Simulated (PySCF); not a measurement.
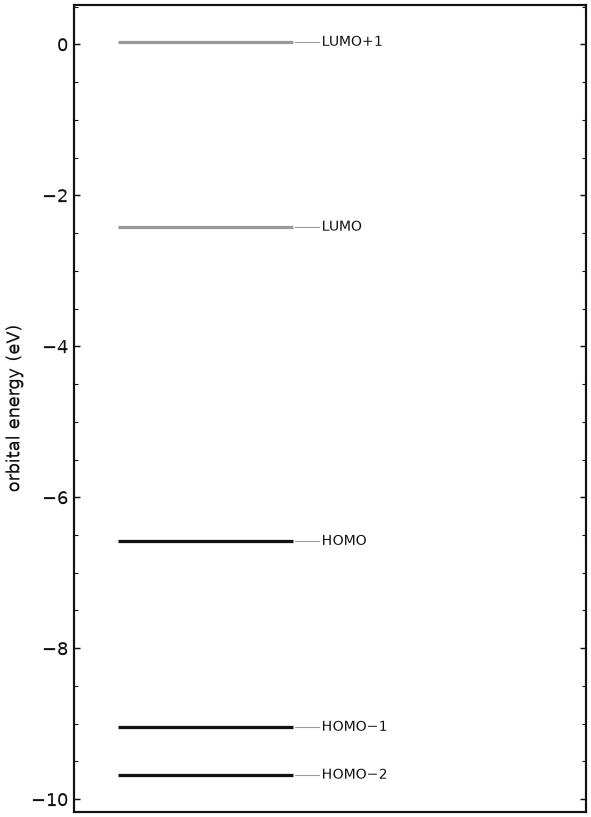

Kohn-Sham orbital energies near the frontier, PBE0/def2-SVPD with PySCF, at a GFN2-xTB geometry (no frequency check), isolated molecule; empty levels in grey, levels within 0.03 eV side by side.

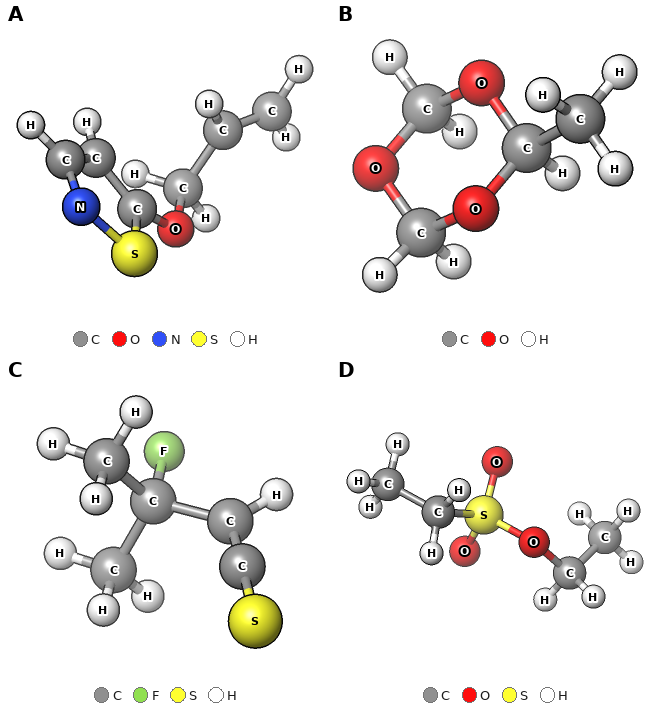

Question: Which molecule has this level scheme? The candidates are drawn in the second picture.

Answer: Structure C, C₅H₇FS, SMILES CC(C)(F)C=C=S. HOMO −6.58 eV, LUMO −2.42 eV, separation 4.16 eV.

Caveats: the tight-binding geometry is rougher than a DFT one and adds to the error; one conformer of a flexible molecule; empty levels above zero depend strongly on the basis.
